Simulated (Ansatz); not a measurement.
# NH₃+ (doublet): from Hartree-Fock to the top rungs, cc-pVTZ

Aim: climb from Hartree-Fock through coupled cluster and multireference methods for NH₃+ (doublet) at one geometry and basis, and see what each rung misses.

Program: Ansatz 0.2.0, Gaussian basis. Level of theory: cc-pVTZ, core rule «outside noble gas», up to 1 orbitals frozen. These are calculated values, not measurements.

The runs, in order: UHF; CCSD(T) on ROHF; CCSD(T) on UHF; BCCD(T) on ROHF; CCSDT(Q) on ROHF; CCSDT(Q) on UHF; CASSCF and MRCISD+Q, 7 electrons in 7 orbitals; CASSCF and NEVPT2, 7 electrons in 7 orbitals.

11 further runs of the same task are left out: 2 that didn't finish, 9 set aside as unsound or not needed.

## 1. What is computed

The geometry is a PBE0/def2-TZVP stationary point (not a proven minimum).

4 atoms, charge 1, spin multiplicity 2.

Atoms are counted from 1 here; the program's logs count them from 0.

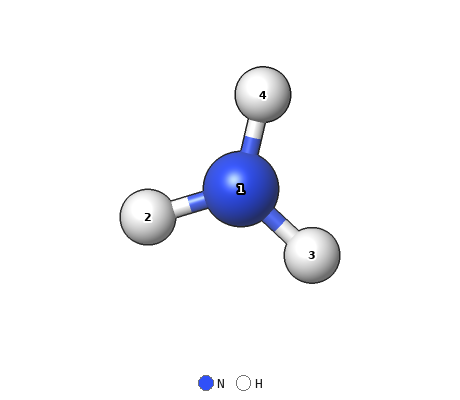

The structure; nitrogen blue, hydrogen white; atoms are numbered from 1 in the order of the file.

## 2. UHF

Contents of in.yaml:

```yaml
crystal:
  periodic: [false, false, false]
  atoms:
    - {symbol: N, position_ang: [0.000000, 0.000000, 0.000000]}
    - {symbol: H, position_ang: [1.024021, 0.013755, -0.000070]}
    - {symbol: H, position_ang: [-0.523923, 0.879946, -0.002762]}
    - {symbol: H, position_ang: [-0.500098, -0.893701, 0.002832]}
basis:
  gaussian: {orbitals: cc-pVTZ}
total_charge: 1
magnetization: {spin_polarized: true, initial_magnetization: 1}
hamiltonian: {xc: hf}
output: {orbitals: {seedname: orbitals}}
```

Command:

```
> ansatz run in.yaml --threads 1 --pin off --events-out ev --progress --plain --max-ram 2393MiB
```

The runs that follow: CCSD(T) on ROHF; CCSD(T) on UHF; BCCD(T) on ROHF; CCSDT(Q) on ROHF; CCSDT(Q) on UHF; CASSCF and MRCISD+Q, 7 electrons in 7 orbitals; CASSCF and NEVPT2, 7 electrons in 7 orbitals.

**Question.** What will the summary of the whole plan be? Wanted: UCCSDT(Q) below the RHF energy; RMP2 from UCCSDT(Q); UMP2 from UCCSDT(Q); RCCSD from UCCSDT(Q); RCCSD(T) from UCCSDT(Q); UCCSD(T) from UCCSDT(Q); RCCSDT(Q) from UCCSDT(Q); NEVPT2 valence from UCCSDT(Q); MRCISD+Q valence from UCCSDT(Q).

The runs gave:

| quantity | value |
| --- | --- |
| UCCSDT(Q) below the RHF energy | -5.6676 eV |
| RMP2 from UCCSDT(Q) | +62.3 kJ/mol |
| UMP2 from UCCSDT(Q) | +63.2 kJ/mol |
| RCCSD from UCCSDT(Q) | +13.9 kJ/mol |
| RCCSD(T) from UCCSDT(Q) | +1.4 kJ/mol |
| UCCSD(T) from UCCSDT(Q) | +1.3 kJ/mol |
| RCCSDT(Q) from UCCSDT(Q) | +0.1 kJ/mol |
| NEVPT2 valence from UCCSDT(Q) | +65.3 kJ/mol |
| MRCISD+Q valence from UCCSDT(Q) | +1.8 kJ/mol |
| levels within 1 kcal/mol (43 meV) | RCCSD(T), UCCSD(T), BCCD(T), RCCSDT, UCCSDT, RCCSDT(Q), MRCISD+Q valence |
| T1 diagnostic | 0.014 |
| effectively unpaired electrons | 1.01 |

What this shows: RCCSD(T) misses by +1.4 kJ/mol, 0.2 % of the correlation energy. One determinant dominates. Of the multireference levels listed MRCISD+Q valence comes nearest in total energy (+1.8 kJ/mol), which doesn't show that its space is the better one. These misses are within one basis, not against nature; the frozen cores of restricted and unrestricted runs differ, which can shift their rows.
